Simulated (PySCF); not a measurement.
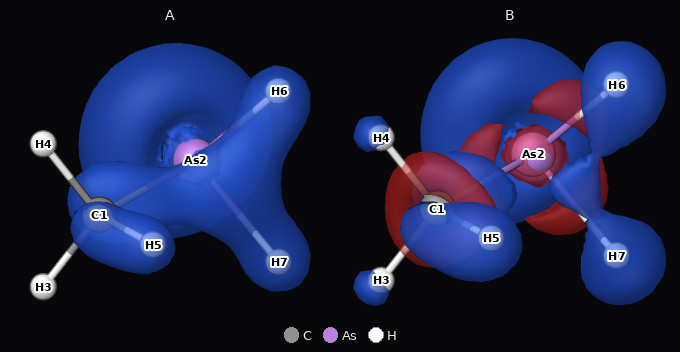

CH$_{5}$As, SMILES `C[AsH2]`. The Fukui function f⁻ from two separate SCF calculations and the density of the HOMO, at ±0.04 e/Å³ (blue positive, red negative).

Level of theory: PBE0/def2-TZVP (PySCF), at a geometry from GFN2-xTB. No frequency check shows the geometry to be a minimum. GFN2-xTB bond lengths at metals and heavier atoms can be off by up to 0.1 Å and shapes distorted, which carries into these values.

**Which panel is which, and how good is the frozen-orbital picture?**

B is f⁻ (it has negative regions), A the HOMO density. The HOMO lies on As2 (72 %), C1 (10 %) and H6 and H7 (6 % each); f⁻ (Hirshfeld-condensed) is largest on As2 (0.52); the vertical ionisation energy is 9.67 eV. Relaxation shifts 21 % of the electron between atoms. The orbital energy is −7.29 eV.
